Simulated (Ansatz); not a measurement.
**C₂H₇NOSi (SMILES NC1([SiH3])CO1): density, localisation and related maps**

Input

```
crystal:
  periodic: [false, false, false]
  atoms:
    - { symbol: "N", position_ang: [-1.0444, 1.2236, 0.3081] }
    - { symbol: C, position_ang: [-0.3063, 0.0712, -0.0332] }
    - { symbol: Si, position_ang: [1.5683, 0.2444, -0.1669] }
    - { symbol: C, position_ang: [-0.7555, -1.2902, 0.2985] }
    - { symbol: O, position_ang: [-0.9154, -0.7624, -1.0408] }
    - { symbol: H, position_ang: [-0.9243, 2.0084, -0.4054] }
    - { symbol: H, position_ang: [-2.0574, 1.0502, 0.1982] }
    - { symbol: H, position_ang: [2.2556, -1.0234, -0.5922] }
    - { symbol: H, position_ang: [2.1826, 0.6206, 1.2112] }
    - { symbol: H, position_ang: [1.9616, 1.3072, -1.1076] }
    - { symbol: H, position_ang: [-1.7563, -1.3807, 0.8957] }
    - { symbol: H, position_ang: [-0.1315, -2.1241, 0.4684] }
basis:
  gaussian: { orbitals: def2-SVP }
hamiltonian:
  xc: pbe
  dispersion: d4
relax:
  f_tol: 0.015
  max_steps: 40
output:
  orbitals: {}
```

Launched as:

```sh
ansatz run input.yaml --threads 2 --pin off --max-ram 3072MiB --backend cpu --events-out ev --progress --plain --runs-dir out
```

The fields are those of the relaxed geometry.

Computed with RKS PBE-D4/def2-SVP (Ansatz 0.2.0).

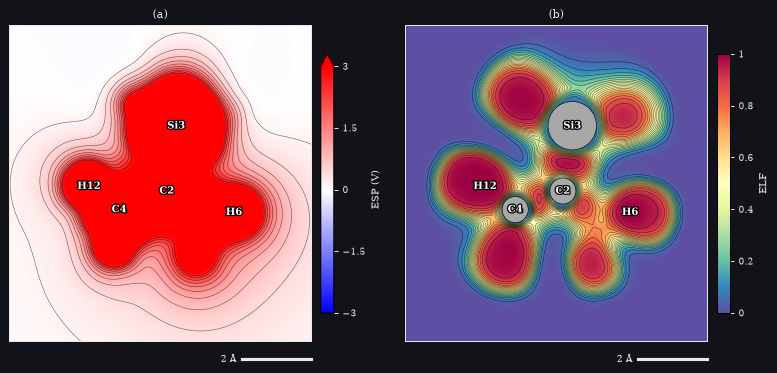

Figure 1. (a) molecular electrostatic potential; (b) ELF on the plane of atoms Si3, C2 and C4. Grey discs cover the atomic cores in the ELF map.

What do the fields say about this system?

The plane passes through C, Si and H nuclei. C–C (1.48 Å): the ELF peaks at about 0.90 between the atoms, as expected for a shared electron pair. C–Si (1.91 Å): the ELF peaks at about 1 between the atoms, as expected for a shared electron pair. C–H (1.11 Å): the ELF climbs to about 1 towards the hydrogen, as it does in any bond to H; a covalent bond by its length. The potential has no marked negative region in this plane.

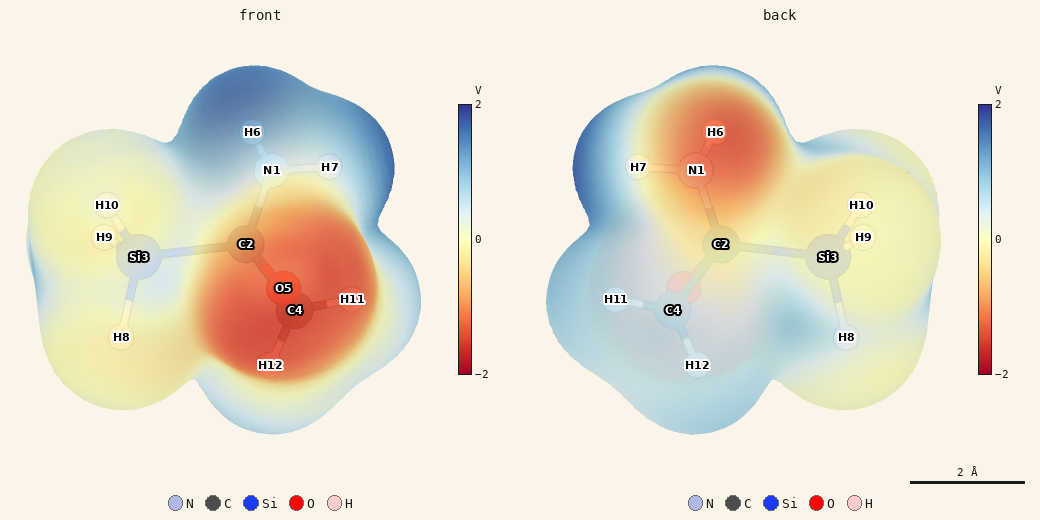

Figure 2. The molecular electrostatic potential painted on the density surface at 0.002 e/bohr³, seen from the front and from behind; red is negative and blue positive.

Describe the electrostatic potential map.

The most negative region (about −1.5 V) lies over O5, the most positive (about +1.6 V) over H6 and H7. O5 is the likeliest acceptor of a hydrogen bond.

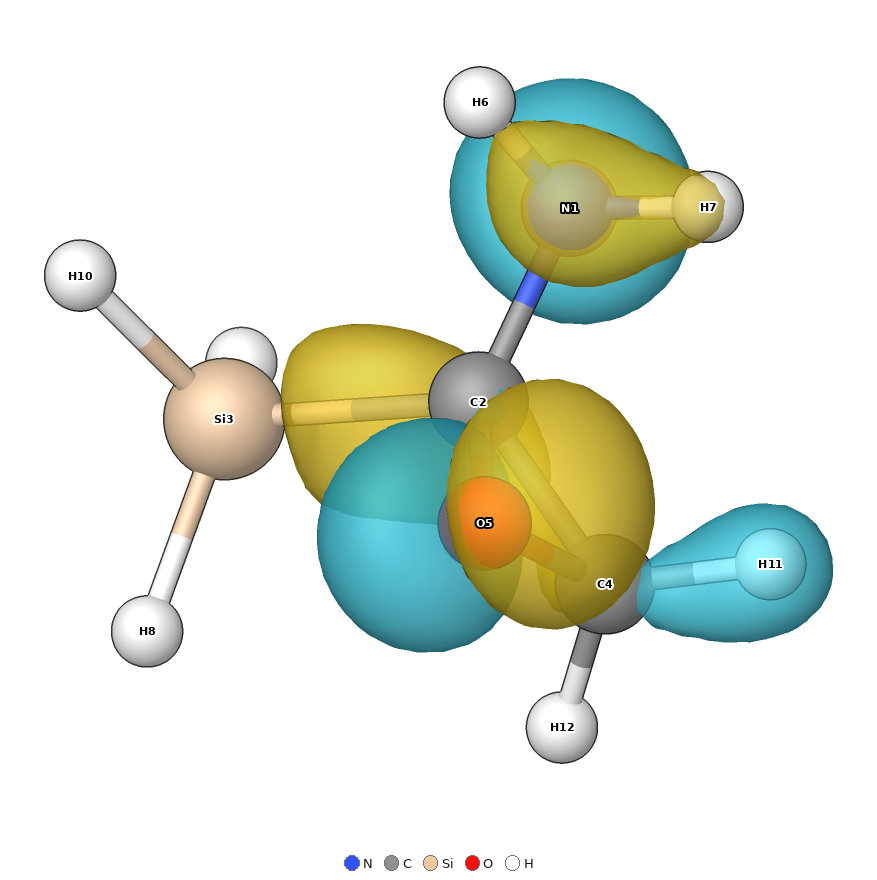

Figure 3. The HOMO−1 at ±0.15 Å⁻³ᐟ² (yellow and cyan are the two phases), seen at a tilt.

What is the character of this orbital?

Its weight (Hirshfeld) is mainly on O5 (about 45 %), N1 (about 25 %), C2 (about 10 %) and Si3 (about 5 %). Its energy is −6.16 eV.
